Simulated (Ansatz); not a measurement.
# C2H6GeS: rotation by 120° about the S1–C2 bond, part 2 of 2

Aim: the minimum-energy path and barrier of the rotation by 120° about the S1–C2 bond. The ends are relaxed first, then joined by a nudged elastic band. SMILES of the start: S[CH]1[CH2][GeH2]1.

Ansatz 0.2.0; RKS PBE0-D4/def2-SVP. Earlier steps stand in the parts before.

### 6 Frequencies at the highest image

The geometry is the highest inner image of the first converged band.

input.yaml

```yaml
crystal:
  periodic: [false, false, false]
  atoms:
    - { symbol: S, position_ang: [-1.997505, 0.384333, -0.701798] }
    - { symbol: C, position_ang: [-0.272724, 0.525079, -0.181071] }
    - { symbol: C, position_ang: [0.726051, -0.49152, -0.71534] }
    - { symbol: Ge, position_ang: [0.526834, -0.583082, 1.221555] }
    - { symbol: H, position_ang: [-2.224222, 1.702556, -0.872087] }
    - { symbol: H, position_ang: [0.077477, 1.562155, -0.190199] }
    - { symbol: H, position_ang: [1.645959, -0.105507, -1.168437] }
    - { symbol: H, position_ang: [0.297343, -1.329764, -1.276957] }
    - { symbol: H, position_ang: [-0.300688, -1.738195, 1.771033] }
    - { symbol: H, position_ang: [1.604574, 0.022848, 2.1163] }
basis:
  gaussian: { orbitals: def2-SVP }
hamiltonian:
  xc: pbe0
  dispersion: d4
phonons: {}
```

On the command line:

```
ansatz run input.yaml --threads 2 --pin off --max-ram 3072MiB --backend cpu --events-out ev --progress --plain --runs-dir out
```

The program printed (excerpt; [...] marks lines left out):

```text
Warning: RAYON_NUM_THREADS=2 ignored (pool sized by the plan → 2); use --threads N
[...]
Functional definition: PBE0
[...]
1175 factors; integrals over basis functions are off by at most 4.3e-4 eV
[...]
mean field -69498.22513906 eV, -2554.0126662714 hartree, gradient 3.7e-5 eV, S^2 0.000000; 0 other end points of the search recorded, 0 dependent functions left out
[...]
reference -69498.22516587 eV, -2554.0126672568 hartree; 33, 33 occupied and 75, 75 virtual orbitals, 1175 factors
[...]
1175 factors; integrals over basis functions are off by at most 4.3e-4 eV
[...]
mean field -69498.22505491 eV, -2554.0126631790 hartree, gradient 2.0e-6 eV, S^2 0.000000; 0 other end points of the search recorded, 0 dependent functions left out
[...]
reference -69498.22508172 eV, -2554.0126641644 hartree; 33, 33 occupied and 75, 75 virtual orbitals, 1175 factors
[...]
1175 factors; integrals over basis functions are off by at most 4.3e-4 eV
[...]
WARN: phonons: modes at or below zero, which the zero-point energy, F, S and C_V leave out: 1, the lowest at -297.55 cm⁻¹. A minimum has none, and a first-order saddle one
[...]
Atom 1 at    -0.272724     0.525079    -0.181071 Å, force    -0.009371     0.001227    -0.002677 eV/Å
Atom 2 at     0.726051    -0.491520    -0.715340 Å, force     0.002978    -0.003189     0.002671 eV/Å
Atom 3 at     0.526834    -0.583082     1.221555 Å, force     0.002186     0.001037    -0.002022 eV/Å
Atom 4 at    -2.224222     1.702556    -0.872087 Å, force    -0.001147     0.003186    -0.000914 eV/Å
Atom 5 at     0.077477     1.562155    -0.190199 Å, force    -0.002847    -0.001024    -0.000136 eV/Å
Atom 6 at     1.645959    -0.105507    -1.168437 Å, force     0.001108     0.001586    -0.000293 eV/Å
Atom 7 at     0.297343    -1.329764    -1.276957 Å, force     0.000197    -0.000368    -0.000681 eV/Å
Atom 8 at    -0.300688    -1.738195     1.771033 Å, force    -0.002251     0.000081     0.001199 eV/Å
Atom 9 at     1.604574     0.022848     2.116300 Å, force     0.001001    -0.001568    -0.000621 eV/Å
Dipole moment:     0.224846     0.193475     0.062713 e Å
Vibrations: -297.55 152.03 303.75 417.74 459.89 473.09 572.32 601.48 716.93 788.10 829.43 898.65 912.04 984.86 1034.26 1113.61 1253.30 1403.78 2196.81 2226.01 2724.85 3131.38 3187.57 3228.04 cm⁻¹, zero-point energy 1.835582 eV
```

It took 2.2 min on 2 threads of Arm Neoverse V1, shared host; peak memory 0.24 GiB.

Of 24 modes, 1 is imaginary by more than 30 cm⁻¹ (298i cm⁻¹).

### 7 Another band, settings changed

crystal.atoms is end A as relaxed above, and neb.final_atoms is end B, turned to lie on A. With 5 inner images the band has 7 in all.

input.yaml

```yaml
crystal:
  periodic: [false, false, false]
  atoms:
    - { symbol: S, position_ang: [-1.723533, 0.441858, -1.186641] }
    - { symbol: C, position_ang: [-0.098475, 0.588501, -0.441817] }
    - { symbol: C, position_ang: [0.800705, -0.632373, -0.629983] }
    - { symbol: Ge, position_ang: [0.334773, -0.330615, 1.230379] }
    - { symbol: H, position_ang: [-2.416637, 1.150924, -0.269303] }
    - { symbol: H, position_ang: [0.391779, 1.553561, -0.61924] }
    - { symbol: H, position_ang: [1.827755, -0.441454, -0.957856] }
    - { symbol: H, position_ang: [0.346955, -1.50184, -1.117646] }
    - { symbol: H, position_ang: [-0.75794, -1.187109, 1.85312] }
    - { symbol: H, position_ang: [1.377717, 0.307449, 2.141986] }
basis:
  gaussian: { orbitals: def2-SVP }
hamiltonian:
  xc: pbe0
  dispersion: d4
neb:
  order_check: false
  images: 5
  f_tol: 0.03
  max_iterations: 60
  initial_path: idpp
  max_displacement: 0.5
  optimiser: lbfgs
  final_atoms:
    - { symbol: S, position_ang: [-1.9513859, 0.69015403, -0.43271964] }
    - { symbol: C, position_ang: [-0.18568679, 0.66991416, -0.1738836] }
    - { symbol: C, position_ang: [0.61799959, -0.55285994, -0.60595068] }
    - { symbol: Ge, position_ang: [0.47793995, -0.40018351, 1.32444679] }
    - { symbol: H, position_ang: [-1.94373894, 0.73575919, -1.78919576] }
    - { symbol: H, position_ang: [0.30701874, 1.63855331, -0.32180772] }
    - { symbol: H, position_ang: [1.58679431, -0.3631607, -1.0809018] }
    - { symbol: H, position_ang: [0.05027703, -1.36259835, -1.07594142] }
    - { symbol: H, position_ang: [-0.53381274, -1.2718983, 2.05309625] }
    - { symbol: H, position_ang: [1.65769374, 0.16522211, 2.10585658] }
```

On the command line:

```
ansatz run input.yaml --threads 2 --pin off --max-ram 3072MiB --backend cpu --events-out ev --progress --plain --runs-dir out
```

The program printed (excerpt; [...] marks lines left out):

```text
Warning: RAYON_NUM_THREADS=2 ignored (pool sized by the plan → 2); use --threads N
[...]
[... 1 set-up line as earlier in the session ...]
[...]
1174 factors; integrals over basis functions are off by at most 3.7e-4 eV
[...]
mean field -69498.37549232 eV, -2554.0181916518 hartree, gradient 3.9e-5 eV, S^2 0.000000; 0 other end points of the search recorded, 0 dependent functions left out
[...]
reference -69498.37551871 eV, -2554.0181926217 hartree; 33, 33 occupied and 75, 75 virtual orbitals, 1174 factors
1174 factors; integrals over basis functions are off by at most 4.4e-4 eV
[...]
mean field -69498.41932570 eV, -2554.0198024991 hartree, gradient 3.6e-5 eV, S^2 0.000000; 0 other end points of the search recorded, 0 dependent functions left out
[...]
reference -69498.41935178 eV, -2554.0198034573 hartree; 33, 33 occupied and 75, 75 virtual orbitals, 1174 factors
[...]
Atom 0 at    -1.988003     0.347750    -0.655625 Å, force    -0.017732     0.006267    -0.023848 eV/Å
Atom 1 at    -0.254106     0.543825    -0.183726 Å, force     0.015780    -0.016605     0.006112 eV/Å
Atom 2 at     0.732846    -0.486752    -0.717585 Å, force    -0.002881     0.000798    -0.007655 eV/Å
Atom 3 at     0.529117    -0.578723     1.217898 Å, force     0.000153     0.008027    -0.001689 eV/Å
Atom 4 at    -2.256233     1.651905    -0.863280 Å, force     0.010854     0.028451    -0.001087 eV/Å
Atom 5 at     0.078709     1.585748    -0.225714 Å, force    -0.004044    -0.009314     0.010093 eV/Å
Atom 6 at     1.670905    -0.103913    -1.136433 Å, force    -0.020053    -0.001244    -0.000483 eV/Å
Atom 7 at     0.304253    -1.301728    -1.312463 Å, force     0.004683    -0.006131     0.014525 eV/Å
Atom 8 at    -0.377858    -1.670589     1.770191 Å, force     0.024984    -0.029224     0.007037 eV/Å
Atom 9 at     1.643468    -0.038621     2.109736 Å, force    -0.011744     0.018975    -0.003005 eV/Å
Dipole moment:     0.222084     0.201202     0.050710 e Å
this run last wrote the band of iteration 46 to <dir>
```

Wall time 11 min (2 threads of Arm Neoverse V1, shared host); peak memory 0.24 GiB.

### 8 What the band shows

The 5 inner images lie between the fixed ends 0 and 6. Energy is taken from image 0, and the path length is the program's own coordinate along the band.

| image | path (Å) | energy (eV) | dihedral H5–S1–C2–Ge4 (°) | band force (eV/Å) |
| --- | --- | --- | --- | --- |
| 0 | 0.000 | 0.0000 | 70 | - |
| 1 | 0.458 | 0.0254 | 92 | 0.013 |
| 2 | 0.916 | 0.1012 | 116 | 0.024 |
| 3* | 1.375 | 0.1583 | 143 | 0.030 |
| 4 | 1.815 | 0.0980 | 168 | 0.028 |
| 5 | 2.254 | -0.0053 | -167 | 0.020 |
| 6 | 2.694 | -0.0439 | -144 | - |

The star marks the climbing image.

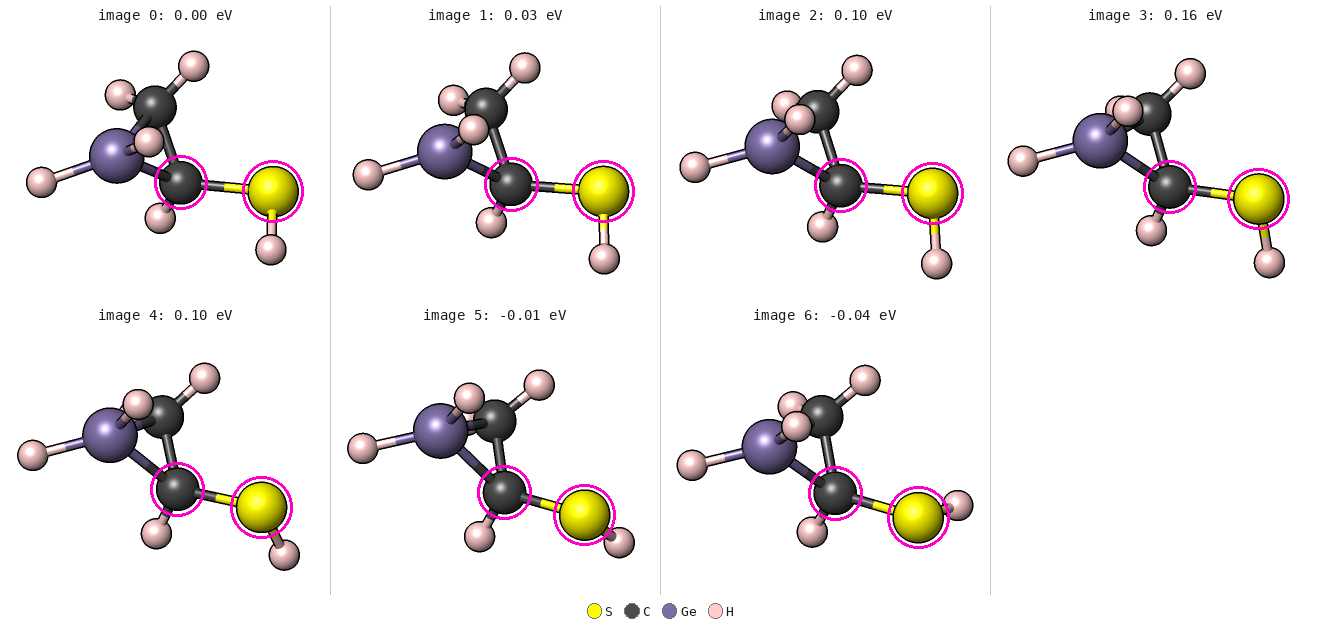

Snapshots along the band, viewed from a free direction. Ringed: S1, C2. Sticks join atoms closer than a bonding distance in each image.

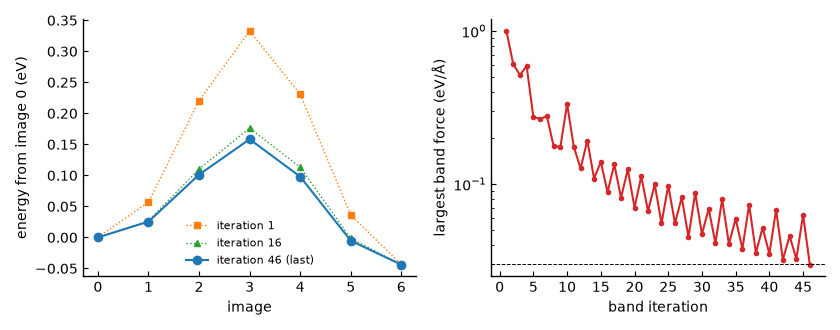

Left: energy of each image for early iterations and the last one (lines only join the points; early values far above the last band run off the scale). Right: the largest band force by iteration, with the threshold dashed.

### 9 Another band, settings changed

crystal.atoms is end A as relaxed above, and neb.final_atoms is end B, turned to lie on A. With 5 inner images the band has 7 in all.

Edit input.yaml of step 7 so:

```diff
@@ -24,4 +24,4 @@
   initial_path: idpp
-  max_displacement: 0.5
-  optimiser: lbfgs
+  max_displacement: 0.02
+  optimiser: fire
   final_atoms:
```

On the command line:

```
ansatz run input.yaml --threads 2 --pin off --max-ram 3072MiB --backend cpu --events-out ev --progress --plain --runs-dir out
```

The program printed (excerpt; [...] marks lines left out):

```text
Warning: RAYON_NUM_THREADS=2 ignored (pool sized by the plan → 2); use --threads N
[...]
[... 1 set-up line as earlier in the session ...]
[...]
1174 factors; integrals over basis functions are off by at most 3.7e-4 eV
[...]
mean field -69498.37549232 eV, -2554.0181916518 hartree, gradient 3.9e-5 eV, S^2 0.000000; 0 other end points of the search recorded, 0 dependent functions left out
[...]
reference -69498.37551871 eV, -2554.0181926217 hartree; 33, 33 occupied and 75, 75 virtual orbitals, 1174 factors
1174 factors; integrals over basis functions are off by at most 4.4e-4 eV
[...]
mean field -69498.41932570 eV, -2554.0198024991 hartree, gradient 3.6e-5 eV, S^2 0.000000; 0 other end points of the search recorded, 0 dependent functions left out
[...]
reference -69498.41935178 eV, -2554.0198034573 hartree; 33, 33 occupied and 75, 75 virtual orbitals, 1174 factors
[...]
Atom 0 at    -1.991717     0.350864    -0.655985 Å, force    -0.002111     0.009114    -0.017884 eV/Å
Atom 1 at    -0.256602     0.541342    -0.183694 Å, force    -0.005836     0.013309     0.000768 eV/Å
Atom 2 at     0.731449    -0.487380    -0.717089 Å, force     0.003447    -0.011260    -0.010468 eV/Å
Atom 3 at     0.528758    -0.578533     1.218411 Å, force    -0.002763    -0.004362     0.007235 eV/Å
Atom 4 at    -2.252765     1.656489    -0.866068 Å, force     0.010023     0.016574    -0.000905 eV/Å
Atom 5 at     0.076473     1.583360    -0.227308 Å, force    -0.003032    -0.017372     0.016082 eV/Å
Atom 6 at     1.668295    -0.099918    -1.133463 Å, force    -0.007276    -0.004488    -0.009758 eV/Å
Atom 7 at     0.308382    -1.304536    -1.312941 Å, force    -0.003884    -0.000383     0.016044 eV/Å
Atom 8 at    -0.374576    -1.672840     1.772736 Å, force     0.026166    -0.025085     0.002184 eV/Å
Atom 9 at     1.645404    -0.039947     2.108400 Å, force    -0.014733     0.023951    -0.003298 eV/Å
Dipole moment:     0.223131     0.201186     0.049693 e Å
this run last wrote the band of iteration 40 to <dir>
```

Run time: 9.8 min. Hardware: 2 threads of Arm Neoverse V1, shared host; peak memory 0.25 GiB.

### 10 The band, image by image

The 5 inner images lie between the fixed ends 0 and 6. Energy is taken from image 0, and the path length is the program's own coordinate along the band.

| image | path (Å) | energy (eV) | dihedral H5–S1–C2–Ge4 (°) | band force (eV/Å) |
| --- | --- | --- | --- | --- |
| 0 | 0.000 | 0.0000 | 70 | - |
| 1 | 0.461 | 0.0257 | 92 | 0.013 |
| 2 | 0.922 | 0.1016 | 117 | 0.021 |
| 3* | 1.383 | 0.1579 | 143 | 0.026 |
| 4 | 1.822 | 0.0974 | 168 | 0.029 |
| 5 | 2.262 | -0.0052 | -167 | 0.023 |
| 6 | 2.702 | -0.0439 | -144 | - |

The star marks the climbing image.

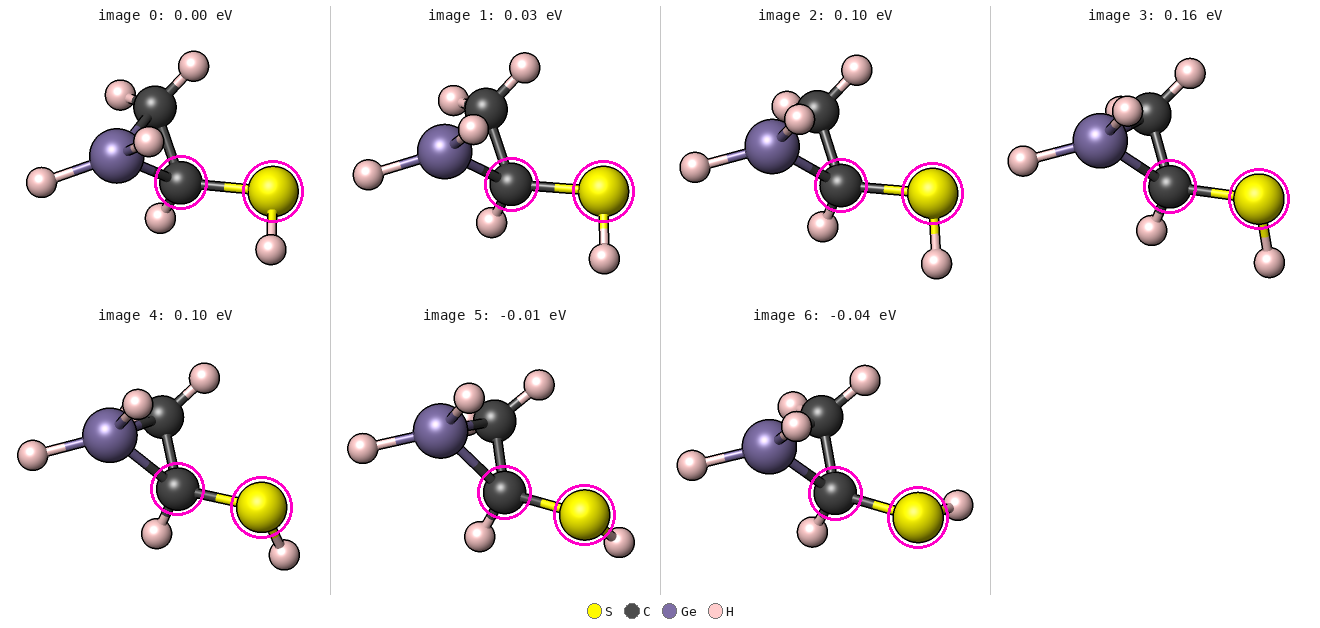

The images of the last band, seen from a free direction. Ringed: S1, C2. Sticks join atoms closer than a bonding distance in each image.

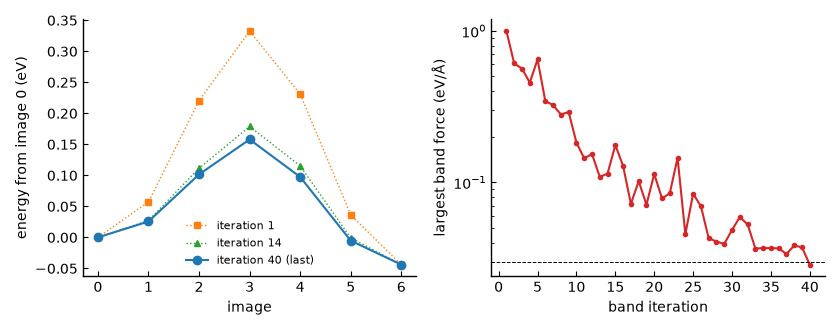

Left: energy of each image for early iterations and the last one (lines only join the points; early values far above the last band run off the scale). Right: the largest band force by iteration, with the threshold dashed.

### 11 Outcome

This closing draws on all 2 parts.

| quantity | value |
| --- | --- |
| end A | 7 moves, 0.539 eV lower |
| end B | 7 moves, 0.589 eV lower |
| first band: barrier forwards | 0.153 eV |
| first band: barrier backwards | 0.197 eV |
| first band: second end relative to first | -0.044 eV |
| first band: highest image | 3 of 0 to 6, climbing |
| first band: band iterations | 8 |
| imaginary modes at the top | 298i cm⁻¹ |
| second band | top 0.158 eV above image 0, 46 iterations, 5 inner images |
| time, first and second band | 2.4 min and 11 min |
| third band | top 0.158 eV above image 0, 40 iterations, 5 inner images |
| time, first and third band | 2.4 min and 9.8 min |

In the first band: the barrier from the first end is 0.15 eV, 6 times kT at 300 K, which at an assumed attempt frequency of 10^13 s⁻¹ means a rate near 10^10 s⁻¹. The second end lies 0.044 eV below the first, so the way back costs 0.20 eV. The listed dihedral goes from 70° at end A through 141° at the highest image to -144° at end B; the relaxed ends differ by 146° in it rather than the 120° set up, and other torsions can move along the band as well. One imaginary mode, as a first-order saddle point has. The second band's top lies 5 meV above the first's, so the changed settings hardly move the height. The third band's top lies 5 meV above the first's, so the changed settings hardly move the height. These are electronic energies, with no zero-point or thermal terms.
